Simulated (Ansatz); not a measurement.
# Ta wire along [100], 13 atoms a period: bands along the axis, part 2 of 2

Aim: is the Ta wire along [100], 13 atoms a period a metal or a semiconductor?

Ansatz 0.2.0; DFT PBE, plane waves, PAW; relaxation of a wire's period; PAW set soft_1 (the session's first sound run).

So far: Set-up; Relaxation of atoms and period.

## 2. Relaxation of atoms and period (continued)

Step by step:

| step | energy less that of the first step (eV) | largest force component (eV/Å) | pressure (GPa) | volume (Å³) |
| --- | --- | --- | --- | --- |
| 1 | 0.0000 | 2.0759 | -7.65 | 599.70 |
| 2 | -2.5147 | 0.5561 | -1.96 | 579.30 |
| 3 | -2.8468 | 0.4956 | 1.33 | 574.71 |
| 4 | -2.9284 | 0.1972 | 0.03 | 577.48 |
| 5 | -2.9343 | 0.0538 | -0.14 | 577.16 |
| 6 | -2.9352 | 0.0044 | 0.03 | 576.90 |
| 7* | -2.9334 | 0.0044 | 0.03 | 576.90 |

Relaxation steps marked * repeat the geometry before them on a plane-wave basis chosen anew for their cell, so energy and pressure can jump there.

Forces are held to the 16 operations that the run works with; a distortion that breaks them can't arise in this run.

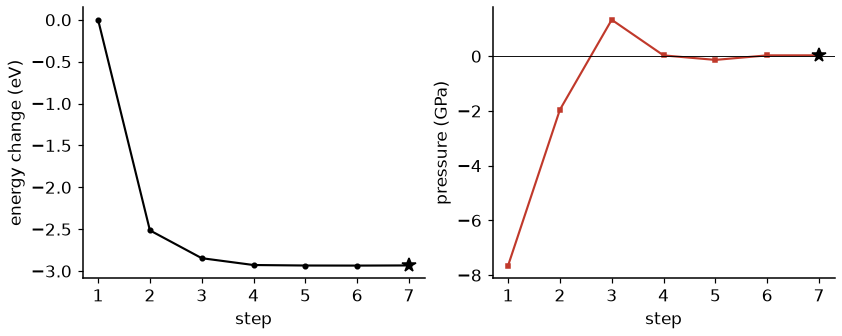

Energy and pressure along the relaxation. Stars mark steps on a basis chosen anew.

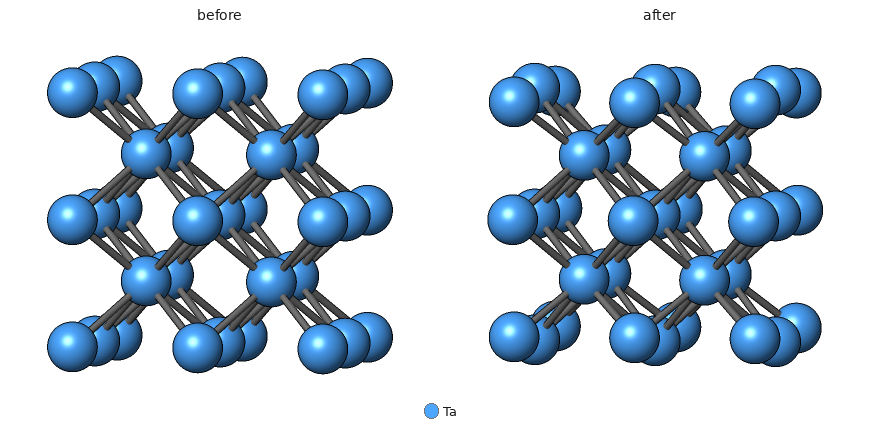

The structure before and after the relaxation, drawn at the same scale.

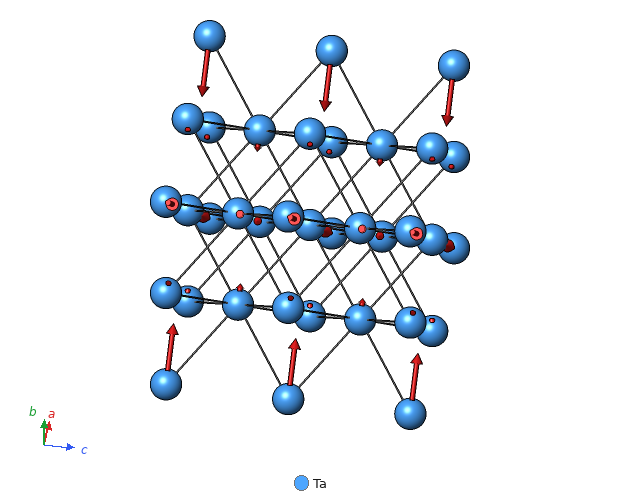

Displacements in the relaxation, exaggerated, measured against the changing cell; the longest in the cell stands for 0.35 Å. 1×1×2 cells are drawn. Some periodic images of atoms are drawn too.

| cell as run | before | after | change |
| --- | --- | --- | --- |
| c (Å) | 3.320 | 3.194 | -3.8 % |

The atoms that moved most (Å, along periodic axes as changes of fractional coordinates times the final cell, across vacuum about the mean position):

| atom | dx | dy | dz | length |
| --- | --- | --- | --- | --- |
| Ta1 | 0.250 | 0.250 | 0.000 | 0.354 |
| Ta3 | 0.250 | -0.250 | 0.000 | 0.354 |
| Ta7 | -0.250 | 0.250 | 0.000 | 0.354 |
| Ta9 | -0.250 | -0.250 | 0.000 | 0.354 |
| Ta10 | 0.042 | 0.042 | 0.000 | 0.059 |
| Ta11 | 0.042 | -0.042 | 0.000 | 0.059 |
| Ta12 | -0.042 | 0.042 | 0.000 | 0.059 |
| Ta13 | -0.042 | -0.042 | 0.000 | 0.059 |

This step gave:

* energy at zero smearing: -129112.2953 eV
* cell length along the wire: 3.194 Å

The cell's length comes to 3.194 Å with spin left out.

## 3. The perfect wire

This step: DFT PBE, plane waves, PAW; bands of a perfect wire; PAW set soft_1 (Ansatz 0.2.0).

At the relaxed period the bands are computed along the axis; those that cross an energy going forward count the channels that a perfect wire would open there.

Input file input.yaml:

```yaml
crystal:
  lattice:
    - [13.44, 0.0, 0.0]
    - [0.0, 13.44, 0.0]
    - [0.0, 0.0, 3.1937740546]
  atoms:
    - { symbol: Ta, position: [0.271581878, 0.271581878, 0.0] }
    - { symbol: Ta, position: [0.25536025, 0.5, 0.0] }
    - { symbol: Ta, position: [0.271581878, 0.728418122, 0.0] }
    - { symbol: Ta, position: [0.5, 0.25536025, 0.0] }
    - { symbol: Ta, position: [0.5, 0.5, 0.0] }
    - { symbol: Ta, position: [0.5, 0.74463975, 0.0] }
    - { symbol: Ta, position: [0.728418122, 0.271581878, 0.0] }
    - { symbol: Ta, position: [0.74463975, 0.5, 0.0] }
    - { symbol: Ta, position: [0.728418122, 0.728418122, 0.0] }
    - { symbol: Ta, position: [0.379596261, 0.379596261, 0.5] }
    - { symbol: Ta, position: [0.379596261, 0.620403739, 0.5] }
    - { symbol: Ta, position: [0.620403739, 0.379596261, 0.5] }
    - { symbol: Ta, position: [0.620403739, 0.620403739, 0.5] }
kpoints:
  mp_grid: { grid: [1, 1, 26] }
  band_path: { path: ["Γ", Z], npoints: 90 }
scf:
  occupations: { method: fermi_dirac, width: 0.05 }
hamiltonian:
  xc: pbe
  pseudopotentials: { kind: paw, azcp: { folder: soft_1 } }
output:
  dos: { e_range: [-5, 4] }
  write_potential: true
  write_density: true
  volumetric_format: npy
```

Launch:

```
$ ansatz run input.yaml --threads 4 --pin off --max-ram 16384MiB --backend cpu --events-out ev --progress --plain --runs-dir out
```

Numbers of over 12 decimals in the logs are rounded to 6 here.

The program printed:

```text
[...]
Crystal: 13 atoms, lattice volume = 576.903 Å³
Basis set: ecut = 420 eV, 11319 PW (Γ)
Bands: 102, of which v1, the nominal top of the filled ones, is band 85 counted from 1 (84 counted from 0)
Symmetry: 16 space group operations
[...]
k-points: 14 of 26
[...]
SCF iter   1: F=—  HF=-129133.627320 eV  |F-HF|=—  |Δ(HF+E_count)|=         —  Δρ=6.02e-2  dr2=2.20e2  ethr=3.10e-3  ⟨swp⟩=10.5  Hψ=6771  notcnv=0
[...]
SCF iter  12: F=-129112.397111 eV  HF=-129112.397111 eV  |F-HF|=1.39e-8  |Δ(HF+E_count)|=   6.70e-8  Δρ=1.77e-6  dr2=3.49e-8  ethr=5.92e-11  ⟨swp⟩=15.4  Hψ=4897  notcnv=0
SCF 1 converged in 12 iterations: F = -129112.397111 eV  dr2 = 3.49e-8
[...]
NSCF: frozen V_eff on 91 k-points
WARN: The output density's exchange-correlation potential varies sharply where the density is thin. Do not read a vacuum level from v_tot or v_xc, or from such a field of the output density. On a cell that repeats whose density bears no net charge and no dipole along the vacuum's axis use v_es (v_loc + v_h of the components); under efield.dipole_correction with no amplitude use v_es + v_field, which holds any externa [...]
SCF converged after 12 iterations
Free energy (F): -129112.397111 eV
[...]
Internal energy: -129112.190668 eV  (E = F + TS)
E sigma→0 (E₀):  -129112.293890 eV
Entropy (-TS):   -0.206443 eV (-15.880 meV/atom)
Fermi energy:    5.694071 eV
[...]
--- Band table (eV; the first three rows and the last of 14) ---
  k-point 0: bands = [... 81 lower, 5.4870, 5.6047, 5.6657, 5.7067, 5.9313, 5.9313, 5.9469, 5.9469, ... 13 higher]
  k-point 1: bands = [... 81 lower, 5.4551, 5.5555, 5.7134, 5.8433, 5.8433, 5.9088, 5.9787, 5.9787, ... 13 higher]
  k-point 2: bands = [... 81 lower, 5.5267, 5.6804, 5.7408, 5.7568, 5.7568, 5.8739, 5.8739, 5.9800, ... 13 higher]
  k-point 13: bands = [... 81 lower, 5.6696, 5.6880, 5.7767, 5.8612, 5.8795, 5.8795, 6.0840, 6.4317, ... 13 higher]
```

Run time: 77 s. Hardware: 4 threads of Arm Neoverse V1, shared host; peak memory 3 GiB.

In the SCF lines HF is the Harris–Foulkes energy and dr2 the Hartree energy of the density residual, in eV; the loop may stop once dr2 is under the threshold and the program's other checks hold. Hψ counts applications of the Hamiltonian.

Numbers from this step:

* energy at zero smearing: -129112.2939 eV
* band gap: 0 eV

The electronic bands at the labelled points (eV, zero at the Fermi level; # counts the bands kept):

| point | #29 | #30 | #31 | #32 | #33 | #34 | #35 | #36 |
| --- | --- | --- | --- | --- | --- | --- | --- | --- |
| Γ | -0.27 | -0.21 | -0.09 | -0.03 | 0.01 | 0.24 | 0.24 | 0.25 |
| Z | -0.02 | -0.02 | -0.01 | 0.08 | 0.17 | 0.19 | 0.19 | 0.39 |

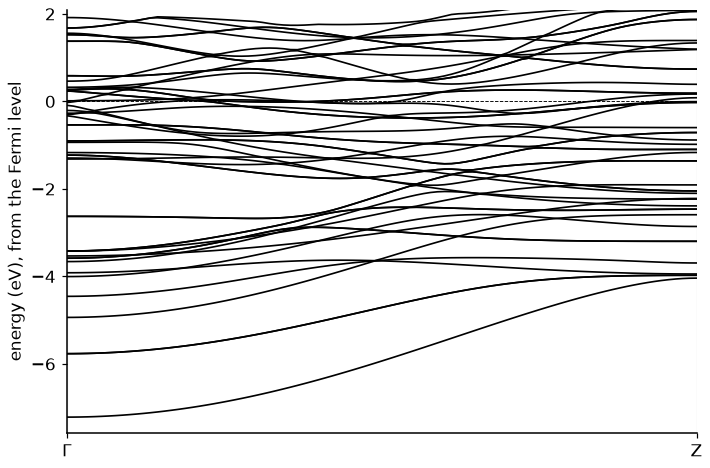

Electronic bands along the path.

Between Γ and Z the bands cross the Fermi level 13 times, so a perfect wire would conduct at least 13 G₀, with spin left out.

## 4. Results

```json
{
  "cell length, PBE": "3.194 Å",
  "ballistic conductance by band crossings, a lower bound, PBE": "13 G₀"
}
```

What this shows: Under PBE the cell's length is 3.19 Å, and the bands cross the Fermi level 13 times between Γ and Z, which gives a perfect wire at least 13 G₀ (opposite crossings within one step of the path cancel in such a count). No spin was allowed, though thin wires with open d shells can turn magnetic. Spin-orbit coupling is left out, which matters for the bands of heavy atoms.

[Logs are printed without paths, hosts, clocks, repeated set-up lines and the standing remarks that a program may print on its own settings, such as how far it seeks lower states.]

[Hosts, paths, dates, database ids (printed as entryN), source tags and the programs' standing remarks are cut or masked in the printed files.]
